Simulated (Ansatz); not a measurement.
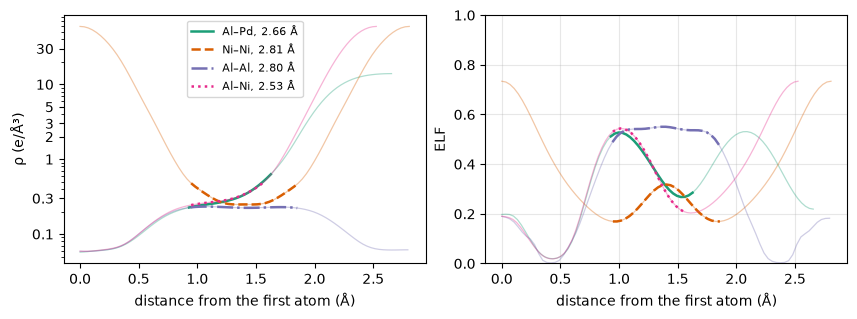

Figure. Al₅Ni₂Pd₃. Valence electron density and ELF along straight lines between neighbouring atoms. Thin, pale parts lie inside the atomic spheres.

Space group P4/mmm; a structure generated by program, which may or may not match a known phase; computed without spin polarisation.

Level of theory: DFT PBE, scalar-relativistic, plane waves, PAW (Ansatz 0.2.0).

Core electrons are frozen (PAW), and the valence fields are smoothed inside the atomic spheres.

What can be read from the curves?

Answer. Al–Pd (2.66 Å): ρ is about 0.3 e/Å³ halfway; the ELF is about 0.35 at the midpoint: no shared electron pair shows on this line.
Ni–Ni (2.81 Å): the density is about 0.25 e/Å³ at the midpoint; the ELF is about 0.30 at the midpoint.
Al–Al (2.80 Å): the density is about 0.22 e/Å³ at the midpoint; the ELF reaches about 0.55 near the midpoint.
Al–Ni (2.53 Å): ρ is about 0.29 e/Å³ halfway; the ELF is about 0.40 at the midpoint.
